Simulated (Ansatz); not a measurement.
Input

```
crystal:
  periodic: [false, false, false]
  atoms:
    - symbol: B
      position_ang: [-0.263404, -0.511818, -0.136571]
    - symbol: Cl
      position_ang: [-2.936420, -0.835627, -1.852083]
    - symbol: Ge
      position_ang: [-1.945670, -1.620574, 0.211884]
    - symbol: Ge
      position_ang: [-0.815141, 0.646704, -1.728844]
    - symbol: H
      position_ang: [-2.169821, -3.156570, 0.002944]
    - symbol: H
      position_ang: [-3.027194, -1.150141, 1.235455]
    - symbol: H
      position_ang: [0.576939, -0.273490, 0.704645]
    - symbol: H
      position_ang: [0.245830, -1.039355, -1.207399]
basis:
  gaussian: {orbitals: def2-TZVPD}
hamiltonian: {xc: pbe0}
output: {forces: true, orbitals: {seedname: orbitals}}
```

Run with:

```sh
ansatz run input.yaml --threads 2 --pin off --max-ram 4350MiB --events-out events.jsonl --progress --plain --runs-dir runs
```

Geometry: BLYP-D3(BJ)/def2-SVP.

These are results of isolated molecule in a Gaussian basis; Kohn-Sham density functional theory, functional PBE0 in Ansatz 0.2.0, not measurements.

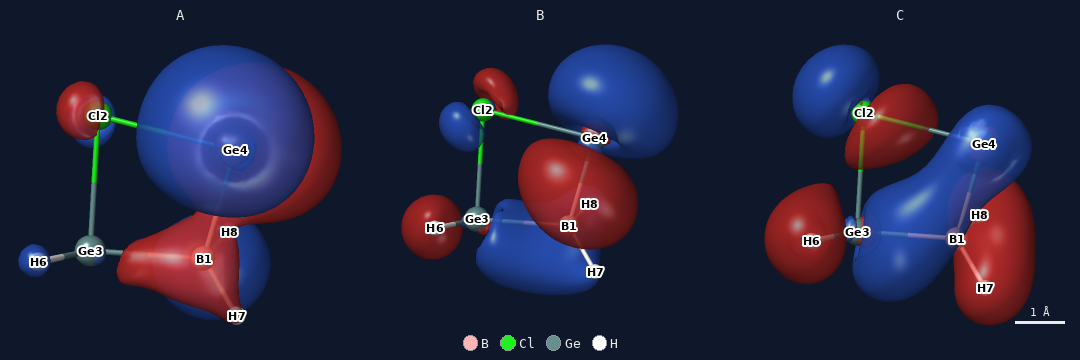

BClGe2H4. Three frontier orbitals at ±0.08 Å⁻³ᐟ² (blue and red are the two phases), in no order.

Q: Order the three orbitals by energy and name them.

A: C is the HOMO−1 (−8.25 eV). It lies mainly on B1 (about 25 %), Ge3 (about 25 %), Cl2 (about 20 %), Ge4 (about 10 %), H8 (about 5 %) and H6 (about 5 %). B is the HOMO (−6.18 eV). By Hirshfeld shares it lies mainly on Ge4 (about 55 %), B1 (about 25 %) and Ge3 (about 10 %). A is the LUMO (−2.24 eV). Its weight (Hirshfeld) is mainly on Ge4 (about 75 %), B1 (about 10 %) and H8 (about 5 %).

Q: What is the HOMO–LUMO gap?

A: 3.94 eV between the orbital energies.
